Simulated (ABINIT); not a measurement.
# SnSe2 (P-3m1): G0W0 with ABINIT, start to end, part 2 of 3

How does a plane-wave GW calculation on SnSe2 (P-3m1) run from the first input to the gap?

ABINIT 10.8.3; PBEsol and many-body steps on it, plane waves. Known limits of the many-body steps: not at the basis limit; no spin-orbit coupling; coarse k mesh.

So far. Step 2 (Ground state): The gap is indirect, with the least direct gap 0.26 eV higher.

### 3. Bands along the symmetry lines

Level of this step: DFT, PBEsol, plane waves, norm-conserving pseudopotentials (ABINIT).

The cheap functional maps the bands first; the places of the edges decide which points the dearer methods must see.

run.abi reads:

```
acell 3*1.0 Angstrom
rprim 
  3.810999999987 0.000000000003 0.000000000000
  -1.905499999996 3.300422813810 0.000000000000
  0.000000000000 0.000000000000 6.136000000000
ntypat 2
znucl 50 34
natom 3
typat 1 2 2
xred 
  0.000000000000 0.000000000000 0.000000000000
  0.333333333333 0.666666666667 0.249000000000
  0.666666666667 0.333333333333 0.751000000000
pp_dirpath "pseudos"
pseudos "Sn.upf, Se.upf"
ecut 48
iscf -2
irdden 1
kptopt 0
nkpt 39
kpt 
  0.00000000 0.00000000 0.00000000
  0.12500000 0.00000000 0.00000000
  0.25000000 0.00000000 0.00000000
  0.37500000 0.00000000 0.00000000
  0.50000000 0.00000000 0.00000000
  0.45833333 0.08333333 0.00000000
  0.41666666 0.16666666 0.00000000
  0.37500000 0.25000000 0.00000000
  0.33333333 0.33333333 0.00000000
  0.25000000 0.25000000 0.00000000
  0.16666666 0.16666666 0.00000000
  0.08333333 0.08333333 0.00000000
  0.00000000 0.00000000 0.00000000
  0.00000000 0.00000000 0.12500000
  0.00000000 0.00000000 0.25000000
  0.00000000 0.00000000 0.37500000
  0.00000000 0.00000000 0.50000000
  0.12500000 0.00000000 0.50000000
  0.25000000 0.00000000 0.50000000
  0.37500000 0.00000000 0.50000000
  0.50000000 0.00000000 0.50000000
  0.45833333 0.08333333 0.50000000
  0.41666666 0.16666666 0.50000000
  0.37500000 0.25000000 0.50000000
  0.33333333 0.33333333 0.50000000
  0.25000000 0.25000000 0.50000000
  0.16666666 0.16666666 0.50000000
  0.08333333 0.08333333 0.50000000
  0.00000000 0.00000000 0.50000000
  0.50000000 0.00000000 0.50000000
  0.50000000 0.00000000 0.37500000
  0.50000000 0.00000000 0.25000000
  0.50000000 0.00000000 0.12500000
  0.50000000 -0.00000000 0.00000000
  0.33333333 0.33333333 0.50000000
  0.33333333 0.33333333 0.37500000
  0.33333333 0.33333333 0.25000000
  0.33333333 0.33333333 0.12500000
  0.33333333 0.33333333 0.00000000
istwfk *1
nband 45
nbdbuf 5
tolwfr 1e-07
nstep 50
prtwf 0
prtvol 0
indata_prefix "in"
outdata_prefix "out"
tmpdata_prefix "tmp"
```

The run is started by

```sh
$ OMP_NUM_THREADS=1 mpirun -n 4 abinit run.abi > log
```

Numbers of over 12 decimals in the logs are rounded to 6 here.

What it wrote:

```text
.Version 10.8.3 of ABINIT. v10.8.2 released Aug 2026.

 Symmetries : space group P-3 m 1 (#164); Bravais hP (primitive hexag.)
[... echo of the input left out ...]
== DATASET  1 ==================================================================
-   mpi_nproc: 4, omp_nthreads: 1 (-1 if OMP is not activated)

--- !DatasetInfo
iteration_state: {dtset: 1, }
dimensions: {natom: 3, nkpt: 39, mband: 45, nsppol: 1, nspinor: 1, nspden: 1, mpw: 8310, }
cutoff_energies: {ecut:  48.0, pawecutdg:  -1.0, }
electrons: {nelect:   7.00000000E+01, charge:   0.00000000E+00, occopt:   1.00000000E+00, tsmear:   1.00000000E-02, }

 Real(R)+Recip(G) space primitive vectors, cartesian coordinates (Bohr,Bohr^-1):
 R(1)=  7.2017463  0.0000000  0.0000000  G(1)=  0.1388552  0.0801681  0.0000000
 R(2)= -3.6008731  6.2368952  0.0000000  G(2)=  0.0000000  0.1603362  0.0000000
 R(3)=  0.0000000  0.0000000 11.5953595  G(3)=  0.0000000  0.0000000  0.0862414
 Unit cell volume ucvol=  5.2082339E+02 bohr^3
 Angles (23,13,12)=  9.00000000E+01  9.00000000E+01  1.20000000E+02 degrees

 getcut: wavevector=  0.0000  0.0000  0.0000  ngfft=  48  48  75
         ecut(hartree)=     48.000   => boxcut(ratio)=   2.04626

--- Pseudopotential description ------------------------------------------------
- Sn Generated using ONCVPSP code by D. R. Hamann
- 50.00000  22.00000  180301                  znucl, zion, pspdat
12 -116133 2 -1 1628                          pspcod,pspxc,lmax,lloc,mmax
     nproj     2     2     2
  pspatm : epsatm=   27.40034533
         --- l  ekb(1:nproj) -->
             0    9.713037   -0.634809
             1    4.010174   -0.276233
             2   -2.400688   -0.611864
 pspatm: atomic psp has been read  and splines computed

- Se Generated using ONCVPSP code by D. R. Hamann
- 34.00000  24.00000  180301                  znucl, zion, pspdat
12 -116133 2 -1 1198                          pspcod,pspxc,lmax,lloc,mmax
     nproj     2     2     2
  pspatm : epsatm=   25.27915816
         --- l  ekb(1:nproj) -->
[...]
pspatm: atomic psp has been read  and splines computed

--------------------------------------------------------------------------------

================================================================================
 prteigrs : about to open file out_EIG
 Non-SCF case, kpt    1 (  0.00000  0.00000  0.00000), residuals and eigenvalues=
  3.95E-08  9.50E-08  4.20E-08  3.80E-08  1.52E-08  1.56E-08  6.06E-08  2.43E-08
  3.72E-08  1.70E-08  6.74E-08  3.42E-08  4.91E-08  4.11E-08  4.97E-08  2.52E-08
  1.87E-08  5.90E-08  3.70E-08  7.24E-08  5.37E-08  5.67E-08  2.84E-08  4.30E-08
[...]
1.41E-08  1.44E-07  8.26E-07  7.18E-06  3.25E-05
 -7.3958E+00 -7.3958E+00 -5.1794E+00 -5.1794E+00 -5.1794E+00 -5.1794E+00
 -5.1777E+00 -5.1776E+00 -4.5392E+00 -2.9160E+00 -2.9160E+00 -2.9159E+00
[...]
9.86E-08  1.85E-07  4.15E-07  3.76E-06  1.87E-04
[...]
Non-SCF case, kpt   38 (  0.33333  0.33333  0.12500), residuals and eigenvalues=
[...]
Non-SCF case, kpt   39 (  0.33333  0.33333  0.00000), residuals and eigenvalues=
[...]
6.5587E-02  6.5587E-02  7.9224E-02  1.4638E-01  1.4638E-01  2.5339E-01
  4.4628E-01  4.4628E-01  4.6727E-01  4.7227E-01  5.0923E-01  5.0923E-01
[...]
--- !ResultsGS
iteration_state: {dtset: 1, }
comment   : Summary of ground state results
lattice_vectors:
- [  7.2017463,   0.0000000,   0.0000000, ]
- [ -3.6008731,   6.2368952,   0.0000000, ]
- [  0.0000000,   0.0000000,  11.5953595, ]
lattice_lengths: [   7.20175,    7.20175,   11.59536, ]
lattice_angles: [ 90.000,  90.000, 120.000, ] # degrees, (23, 13, 12)
lattice_volume:   5.2082339E+02
convergence: {deltae:  0.000E+00, res2:  0.000E+00, residm:  9.925E-08, diffor:  0.000E+00, }
etotal    :  -8.97648174E+02
entropy   :   0.00000000E+00
fermie    :   2.03189153E-01
cartesian_stress_tensor: null
pressure_GPa: null
xred      :
- [  0.0000E+00,   0.0000E+00,   0.0000E+00, Sn]
- [  3.3333E-01,   6.6667E-01,   2.4900E-01, Se]
- [  6.6667E-01,   3.3333E-01,   7.5100E-01, Se]
cartesian_forces: null
force_length_stats: {min: null, max: null, mean: null, }

 Integrated electronic density in atomic spheres:
 ------------------------------------------------
 Atom  Sphere_radius  Integrated_density
[...]
================================================================================

 ----iterations are completed or convergence reached----

 Mean square residual over all n,k,spin=   44.150E-09; max=  99.246E-09
 reduced coordinates (array xred) for    3 atoms
[...]
0.333333333333      0.666666666667      0.249000000000
       0.666666666667      0.333333333333      0.751000000000

 cartesian coordinates (angstrom) at end:
    1      0.000000     0.000000     0.000000
    2     -1.67e-12     2.200282     1.527864
    3      1.905500     1.100141     4.608136
 length scales=  1.889726125908  1.889726125908  1.889726125908 bohr
              =  1.000000000000  1.000000000000  1.000000000000 angstroms
 prteigrs : about to open file out_EIG
 Eigenvalues (hartree) for nkpt=  39  k points:
 kpt#   1, nband= 45, wtk=  1.00000, kpt=  0.0000  0.0000  0.0000 (reduced coord)
[...]
kpt#   2, nband= 45, wtk=  1.00000, kpt=  0.1250  0.0000  0.0000 (reduced coord)
[...]
kpt#   3, nband= 45, wtk=  1.00000, kpt=  0.2500  0.0000  0.0000 (reduced coord)
[...]
kpt#  38, nband= 45, wtk=  1.00000, kpt=  0.3333  0.3333  0.1250 (reduced coord)
[...]
0.51504    0.51504    0.61537    0.61537    0.62721
 kpt#  39, nband= 45, wtk=  1.00000, kpt=  0.3333  0.3333  0.0000 (reduced coord)
[...]
-0.57394   -0.57394   -0.57338   -0.23351   -0.23351   -0.07402    0.06559    0.06559
   0.07922    0.14638    0.14638    0.25339    0.44628    0.44628    0.46727    0.47227
   0.50923    0.50923    0.61249    0.61249    0.66680

== END DATASET(S) ==============================================================
================================================================================

 -outvars: echo values of variables after computation  --------
            nband          45
             nkpt          39
          spgroup         164
 [... the other variables as echoed above ...]

 Calculation completed.
```

Run time: 59 s. Hardware: 4 MPI ranks of Arm Neoverse V1, shared host; peak memory 0.52 GiB.

This step gave:

```yaml
gap: 0.6732 eV
k_of_the_valence_top: 0.0833, 0.0833, 0
k_of_the_conduction_bottom: 0.5, 0, 0.375
least_direct_gap: 1.003 eV
```

The gap is 0.673 eV, −0.073 eV from the run before at this level.

Electronic bands along the path, in eV, zero at the top of the highest filled band:

```
    point  band 32  band 33  band 34  band 35  band 36  band 37  band 38  band 39
        Γ    -0.74    -0.43    -0.43    -0.05     0.96     2.81     4.55     4.55
        M    -2.98    -2.74    -1.28    -0.35     1.05     3.66     5.30     5.39
        K    -3.79    -3.42    -1.59    -1.59     1.32     6.57     6.57     7.14
        Γ    -0.74    -0.43    -0.43    -0.05     0.96     2.81     4.55     4.55
        A    -0.83    -0.83    -0.28    -0.28     2.35     2.77     4.27     4.27
        L    -2.57    -2.06    -0.90    -0.74     0.76     4.13     4.72     5.70
        H    -4.30    -3.80    -0.42    -0.42     2.47     4.62     4.62     6.13
        A    -0.83    -0.83    -0.28    -0.28     2.35     2.77     4.27     4.27
jump to L    -2.57    -2.06    -0.90    -0.74     0.76     4.13     4.72     5.70
        M    -2.98    -2.74    -1.28    -0.35     1.05     3.66     5.30     5.39
jump to H    -4.30    -3.80    -0.42    -0.42     2.47     4.62     4.62     6.13
        K    -3.79    -3.42    -1.59    -1.59     1.32     6.57     6.57     7.14
```

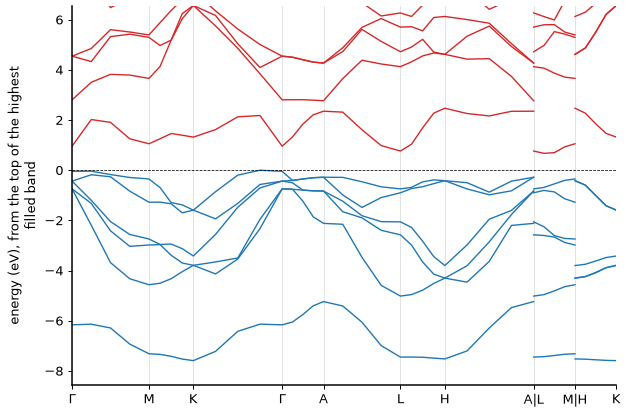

Electronic bands along the path; lines of filled and empty bands in two colours.

### 4. Empty states on the mesh, 3×3×2 mesh, 154 bands

The sums over transitions need many empty states on a uniform mesh; this step solves for them.

run.abi reads:

```
acell 3*1.0 Angstrom
rprim 
  3.810999999987 0.000000000003 0.000000000000
  -1.905499999996 3.300422813810 0.000000000000
  0.000000000000 0.000000000000 6.136000000000
ntypat 2
znucl 50 34
natom 3
typat 1 2 2
xred 
  0.000000000000 0.000000000000 0.000000000000
  0.333333333333 0.666666666667 0.249000000000
  0.666666666667 0.333333333333 0.751000000000
pp_dirpath "pseudos"
pseudos "Sn.upf, Se.upf"
ecut 48
ngkpt 3 3 2
nshiftk 1
shiftk 0 0 0
kptopt 1
chksymbreak 0
iscf -2
irdden 1
istwfk *1
nband 154
nbdbuf 14
tolwfr 1e-09
nstep 60
prtvol 0
indata_prefix "in"
outdata_prefix "out"
tmpdata_prefix "tmp"
```

What it wrote:

```text
.Version 10.8.3 of ABINIT. v10.8.2 released Aug 2026.

 Symmetries : space group P-3 m 1 (#164); Bravais hP (primitive hexag.)
[... echo of the input left out ...]
== DATASET  1 ==================================================================
-   mpi_nproc: 4, omp_nthreads: 1 (-1 if OMP is not activated)

--- !DatasetInfo
iteration_state: {dtset: 1, }
dimensions: {natom: 3, nkpt: 6, mband: 154, nsppol: 1, nspinor: 1, nspden: 1, mpw: 8305, }
cutoff_energies: {ecut:  48.0, pawecutdg:  -1.0, }
electrons: {nelect:   7.00000000E+01, charge:   0.00000000E+00, occopt:   1.00000000E+00, tsmear:   1.00000000E-02, }

 Real(R)+Recip(G) space primitive vectors, cartesian coordinates (Bohr,Bohr^-1):
 R(1)=  7.2017463  0.0000000  0.0000000  G(1)=  0.1388552  0.0801681  0.0000000
 R(2)= -3.6008731  6.2368952  0.0000000  G(2)=  0.0000000  0.1603362  0.0000000
 R(3)=  0.0000000  0.0000000 11.5953595  G(3)=  0.0000000  0.0000000  0.0862414
 Unit cell volume ucvol=  5.2082339E+02 bohr^3
 Angles (23,13,12)=  9.00000000E+01  9.00000000E+01  1.20000000E+02 degrees

 getcut: wavevector=  0.0000  0.0000  0.0000  ngfft=  48  48  75
         ecut(hartree)=     48.000   => boxcut(ratio)=   2.04626

--- Pseudopotential description ------------------------------------------------
- Sn Generated using ONCVPSP code by D. R. Hamann
- 50.00000  22.00000  180301                  znucl, zion, pspdat
12 -116133 2 -1 1628                          pspcod,pspxc,lmax,lloc,mmax
     nproj     2     2     2
  pspatm : epsatm=   27.40034533
         --- l  ekb(1:nproj) -->
             0    9.713037   -0.634809
             1    4.010174   -0.276233
             2   -2.400688   -0.611864
 pspatm: atomic psp has been read  and splines computed

- Se Generated using ONCVPSP code by D. R. Hamann
- 34.00000  24.00000  180301                  znucl, zion, pspdat
12 -116133 2 -1 1198                          pspcod,pspxc,lmax,lloc,mmax
     nproj     2     2     2
  pspatm : epsatm=   25.27915816
         --- l  ekb(1:nproj) -->
[...]
pspatm: atomic psp has been read  and splines computed

--------------------------------------------------------------------------------

================================================================================
 prteigrs : about to open file out_EIG
 Non-SCF case, kpt    1 (  0.00000  0.00000  0.00000), residuals and eigenvalues=
  9.90E-10  7.18E-10  2.28E-10  2.32E-10  1.62E-10  2.09E-10  1.37E-10  1.31E-10
  2.47E-10  5.44E-10  4.21E-10  7.00E-10  7.90E-10  1.34E-10  9.64E-11  6.24E-11
  9.49E-11  5.99E-11  1.44E-10  1.13E-10  6.88E-11  2.72E-10  1.38E-10  1.99E-10
[...]
1.23E-04  6.11E-04
 -7.3958E+00 -7.3958E+00 -5.1794E+00 -5.1794E+00 -5.1794E+00 -5.1794E+00
 -5.1777E+00 -5.1776E+00 -4.5392E+00 -2.9160E+00 -2.9160E+00 -2.9159E+00
 -1.5192E+00 -1.5192E+00 -1.5192E+00 -1.5192E+00 -1.5177E+00 -1.5177E+00
[...]
2.4933E+00  2.5656E+00  2.5656E+00  2.5799E+00  2.5942E+00  2.6224E+00
  2.6224E+00  2.6324E+00  2.6324E+00  2.6452E+00  2.6532E+00  2.6532E+00
  2.6814E+00  2.6873E+00  2.7224E+00  2.7710E+00
 prteigrs : prtvol=0 or 1, do not print more k-points.

--- !ResultsGS
iteration_state: {dtset: 1, }
comment   : Summary of ground state results
lattice_vectors:
- [  7.2017463,   0.0000000,   0.0000000, ]
- [ -3.6008731,   6.2368952,   0.0000000, ]
- [  0.0000000,   0.0000000,  11.5953595, ]
lattice_lengths: [   7.20175,    7.20175,   11.59536, ]
lattice_angles: [ 90.000,  90.000, 120.000, ] # degrees, (23, 13, 12)
lattice_volume:   5.2082339E+02
convergence: {deltae:  0.000E+00, res2:  0.000E+00, residm:  9.967E-10, diffor:  0.000E+00, }
etotal    :  -8.97648174E+02
entropy   :   0.00000000E+00
fermie    :   2.03189153E-01
cartesian_stress_tensor: null
pressure_GPa: null
xred      :
- [  0.0000E+00,   0.0000E+00,   0.0000E+00, Sn]
- [  3.3333E-01,   6.6667E-01,   2.4900E-01, Se]
- [  6.6667E-01,   3.3333E-01,   7.5100E-01, Se]
cartesian_forces: null
force_length_stats: {min: null, max: null, mean: null, }

 Integrated electronic density in atomic spheres:
 ------------------------------------------------
 Atom  Sphere_radius  Integrated_density
[...]
================================================================================

 ----iterations are completed or convergence reached----

 Mean square residual over all n,k,spin=   35.659E-11; max=  99.665E-11
 reduced coordinates (array xred) for    3 atoms
[...]
0.333333333333      0.666666666667      0.249000000000
       0.666666666667      0.333333333333      0.751000000000

 cartesian coordinates (angstrom) at end:
    1      0.000000     0.000000     0.000000
    2     -1.67e-12     2.200282     1.527864
    3      1.905500     1.100141     4.608136
 length scales=  1.889726125908  1.889726125908  1.889726125908 bohr
              =  1.000000000000  1.000000000000  1.000000000000 angstroms
 prteigrs : about to open file out_EIG
 Eigenvalues (hartree) for nkpt=   6  k points:
 kpt#   1, nband=154, wtk=  0.05556, kpt=  0.0000  0.0000  0.0000 (reduced coord)
[...]
2.48408    2.49326    2.49326    2.56564    2.56564    2.57989    2.59420    2.62243
   2.62243    2.63235    2.63235    2.64516    2.65318    2.65318    2.68141    2.68731
   2.72241    2.77096
 prteigrs : prtvol=0 or 1, do not print more k-points.

== END DATASET(S) ==============================================================
================================================================================

 -outvars: echo values of variables after computation  --------
            nband         154
             nkpt           6
          spgroup         164
 [... the other variables as echoed above ...]

 Calculation completed.
```

Wall time 75 s (4 MPI ranks); peak memory 0.46 GiB.

This step gave:

```
gap                                                           : 1.003 eV
k of the valence top                                          : 0, 0, 0
k of the conduction bottom                                    : 0, 0, 0
least direct gap                                              : 1.003 eV
k points computed                                             : 6
lowest point of the top converged band, above the valence top : 60.4275 eV
```

On this mesh the gap is 1.003 eV. The earlier step found 0.746 eV, so this mesh misses an edge.

### 5. Screening, 3×3×2 mesh, 140 bands, screening to 106.1 eV

The RPA dielectric matrix is built and inverted for each q.

This step: RPA screening on PBEsol, plane waves, norm-conserving pseudopotentials.

run.abi: that of step 4 with these lines changed.

```diff
@@ -21,10 +21,11 @@
 chksymbreak 0
-iscf -2
-irdden 1
 istwfk *1
-nband 154
-nbdbuf 14
-tolwfr 1e-09
-nstep 60
-prtvol 0
+occopt 1
+irdwfk 1
+optdriver 3
+nband 140
+ecuteps 3.9
+inclvkb 2
+awtr 1
+symchi 1
 indata_prefix "in"
```

What it wrote:

```text
.Version 10.8.3 of ABINIT. v10.8.2 released Aug 2026.

 Symmetries : space group P-3 m 1 (#164); Bravais hP (primitive hexag.)
[... echo of the input left out ...]
== DATASET  1 ==================================================================
-   mpi_nproc: 4, omp_nthreads: 1 (-1 if OMP is not activated)

--- !DatasetInfo
iteration_state: {dtset: 1, }
dimensions: {natom: 3, nkpt: 6, mband: 140, nsppol: 1, nspinor: 1, nspden: 1, mpw: 8305, }
cutoff_energies: {ecut:  48.0, pawecutdg:  -1.0, }
electrons: {nelect:   7.00000000E+01, charge:   0.00000000E+00, occopt:   1.00000000E+00, tsmear:   1.00000000E-02, }

 SCREENING: Calculation of the susceptibility and dielectric matrices

 Based on a program developped by R.W. Godby, V. Olevano, G. Onida, and L. Reining.
 Incorporated in ABINIT by V. Olevano, G.-M. Rignanese, and M. Torrent.
.Using double precision arithmetic ; gwpc =  8

[... cell and pseudopotentials left out ...]
--------------------------------------------------------------------------------

 ==== K-mesh for the wavefunctions ====
 Number of points in the irreducible wedge :     6
[... list of points left out ...]
 Together with 12 symmetry operations and time-reversal symmetry
 yields    18 points in the full Brillouin Zone.

 ==== Q-mesh for the screening function ====
 Number of points in the irreducible wedge :     6
[... list of points left out ...]
 Together with 12 symmetry operations and time-reversal symmetry
 yields    18 points in the full Brillouin Zone.

 setmesh: FFT mesh size selected  =    25x   25x   48
          total number of points  =        30000

 vcoul_init : cutoff-mode = AUXILIARY_FUNCTION
 q-points for optical limit:   1
     1)      0.000010    0.000020    0.000030

- screening: taking advantage of time-reversal symmetry
- Maximum band index for partially occupied states nbvw = 35
- Remaining bands to be divided among processors   nbcw = 105
- Number of bands treated by each node ~26

 Number of electrons calculated from density =   70.0000; Expected =   70.0000
 average of density, n =  0.134403
 r_s =    1.2111
 omega_plasma =   35.3638 [eV]

 calculating chi0 at frequencies [eV] :
  1    0.000000E+00    0.000000E+00
  2    0.000000E+00    3.536384E+01

--------------------------------------------------------------------------------
  q-point number  1        q = ( 0.000000, 0.000000, 0.000000) [r.l.u.]
--------------------------------------------------------------------------------
[... chi0 elements left out ...]
 For q-point:  0.000010 0.000020 0.000030
  dielectric constant =  22.0191
  dielectric constant without local fields =  25.0135

  Average fulfillment of the sum rule on Im[epsilon] for q-point    1 :     38.19  [%]
[... wings left out ...]
  q-point number  2        q = ( 0.333333, 0.000000, 0.000000) [r.l.u.]
--------------------------------------------------------------------------------
[... chi0 elements left out ...]
  Average fulfillment of the sum rule on Im[epsilon] for q-point    2 :     40.98  [%]

 [... 4 further q-points ...]
```

The job ended after 52 s (4 MPI ranks; peak memory 1.2 GiB; 3.5 min of CPU time).

Numbers from this step:

* ε∞ with local fields, on this mesh, along the program's q direction: 22.02
* the same without local fields: 25.01
* plasma frequency: 35.36 eV
* plane waves in the screening matrix: 197

Local fields lower ε∞ by 12 %. On a Γ-centred mesh this coarse the value itself is usually too large, while a short band sum pulls it down.

(Continued in part 3 of 3.)

[Paths, hosts, dates, memory and timing lines, banners, echoed tables and standing remarks are left out of the program output.]

[Logs are printed without paths, hosts, clocks, repeated set-up lines and the standing remarks that a program may print on its own settings, such as how far it seeks lower states.]

[Runs of the session that timed out or met a known fault of the program may be left out.]

[Hosts, paths, dates, database ids (printed as entryN), source tags and the programs' standing remarks are cut or masked in the printed files.]

[G0W0 gaps are taken among the corrected bands and points alone; a level outside them can change the order at an edge.]

[Where Ansatz stands beside ABINIT at settings called matched, ABINIT's density can come from a denser mesh and the files from another edition; pairs whose starting gaps differed by over 0.03 eV were left out, so agreement reads better than it is.]
